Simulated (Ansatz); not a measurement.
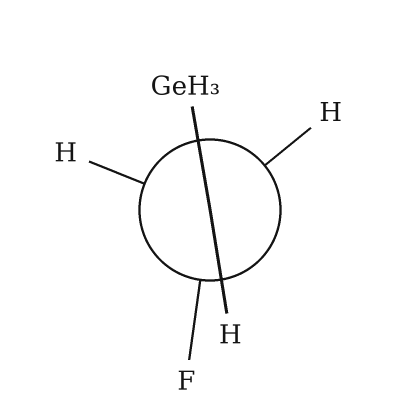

A Newman projection along the Al–Si bond, aluminium in front; angles are drawn as computed, but eclipsed bonds slightly apart. The geometry was computed by an optimisation with PBE0-D4/def2-TZVP. No frequency run is at hand to confirm it as a minimum.

### Which molecule is it?

AlFGeH6Si, F[SiH2][AlH][GeH3]

### What is the torsion angle from the front GeH3 to the back F? The sign is positive where the front bond must turn clockwise to cover the back bond.

−179°, antiperiplanar (anti).
